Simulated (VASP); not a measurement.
Band structure of GaSe (relaxed from the beta-GaS structure, space group P6_3/mmc). Level of theory: PBE GGA, VASP's PBE PAW potentials (set 64) (plane waves; VASP).

Without a dispersion term in the relaxation, distances and binding between the weakly bound layers, chains or molecules are unreliable, and so is what depends on them.

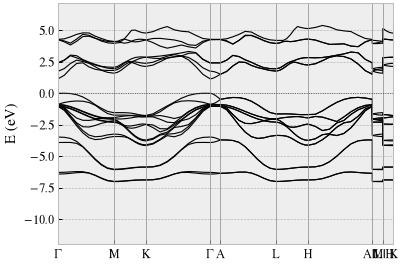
Fig. 1. Bands along high-symmetry lines, zero at the valence-band maximum or, without a gap, the Fermi level

**Question.** Read the plot: is there a gap, and where are the band edges?

**Answer.** The gap is indirect, 1.15 eV, from the valence maximum at Γ-M at 0.11 to the conduction minimum at Γ. (Edges off the drawn lines would not show.)

Measured: gap 2.02 eV (computed value off by -0.87 eV), as given by Sangtae Kim et al., Scientific Data (2020), doi:10.1038/s41597-020-00723-8.

The structure was generated: GaSe was put into the beta-GaS type (P6_3/mmc), a phase also known from measurement. It was relaxed first, which changed the volume by +23 %.
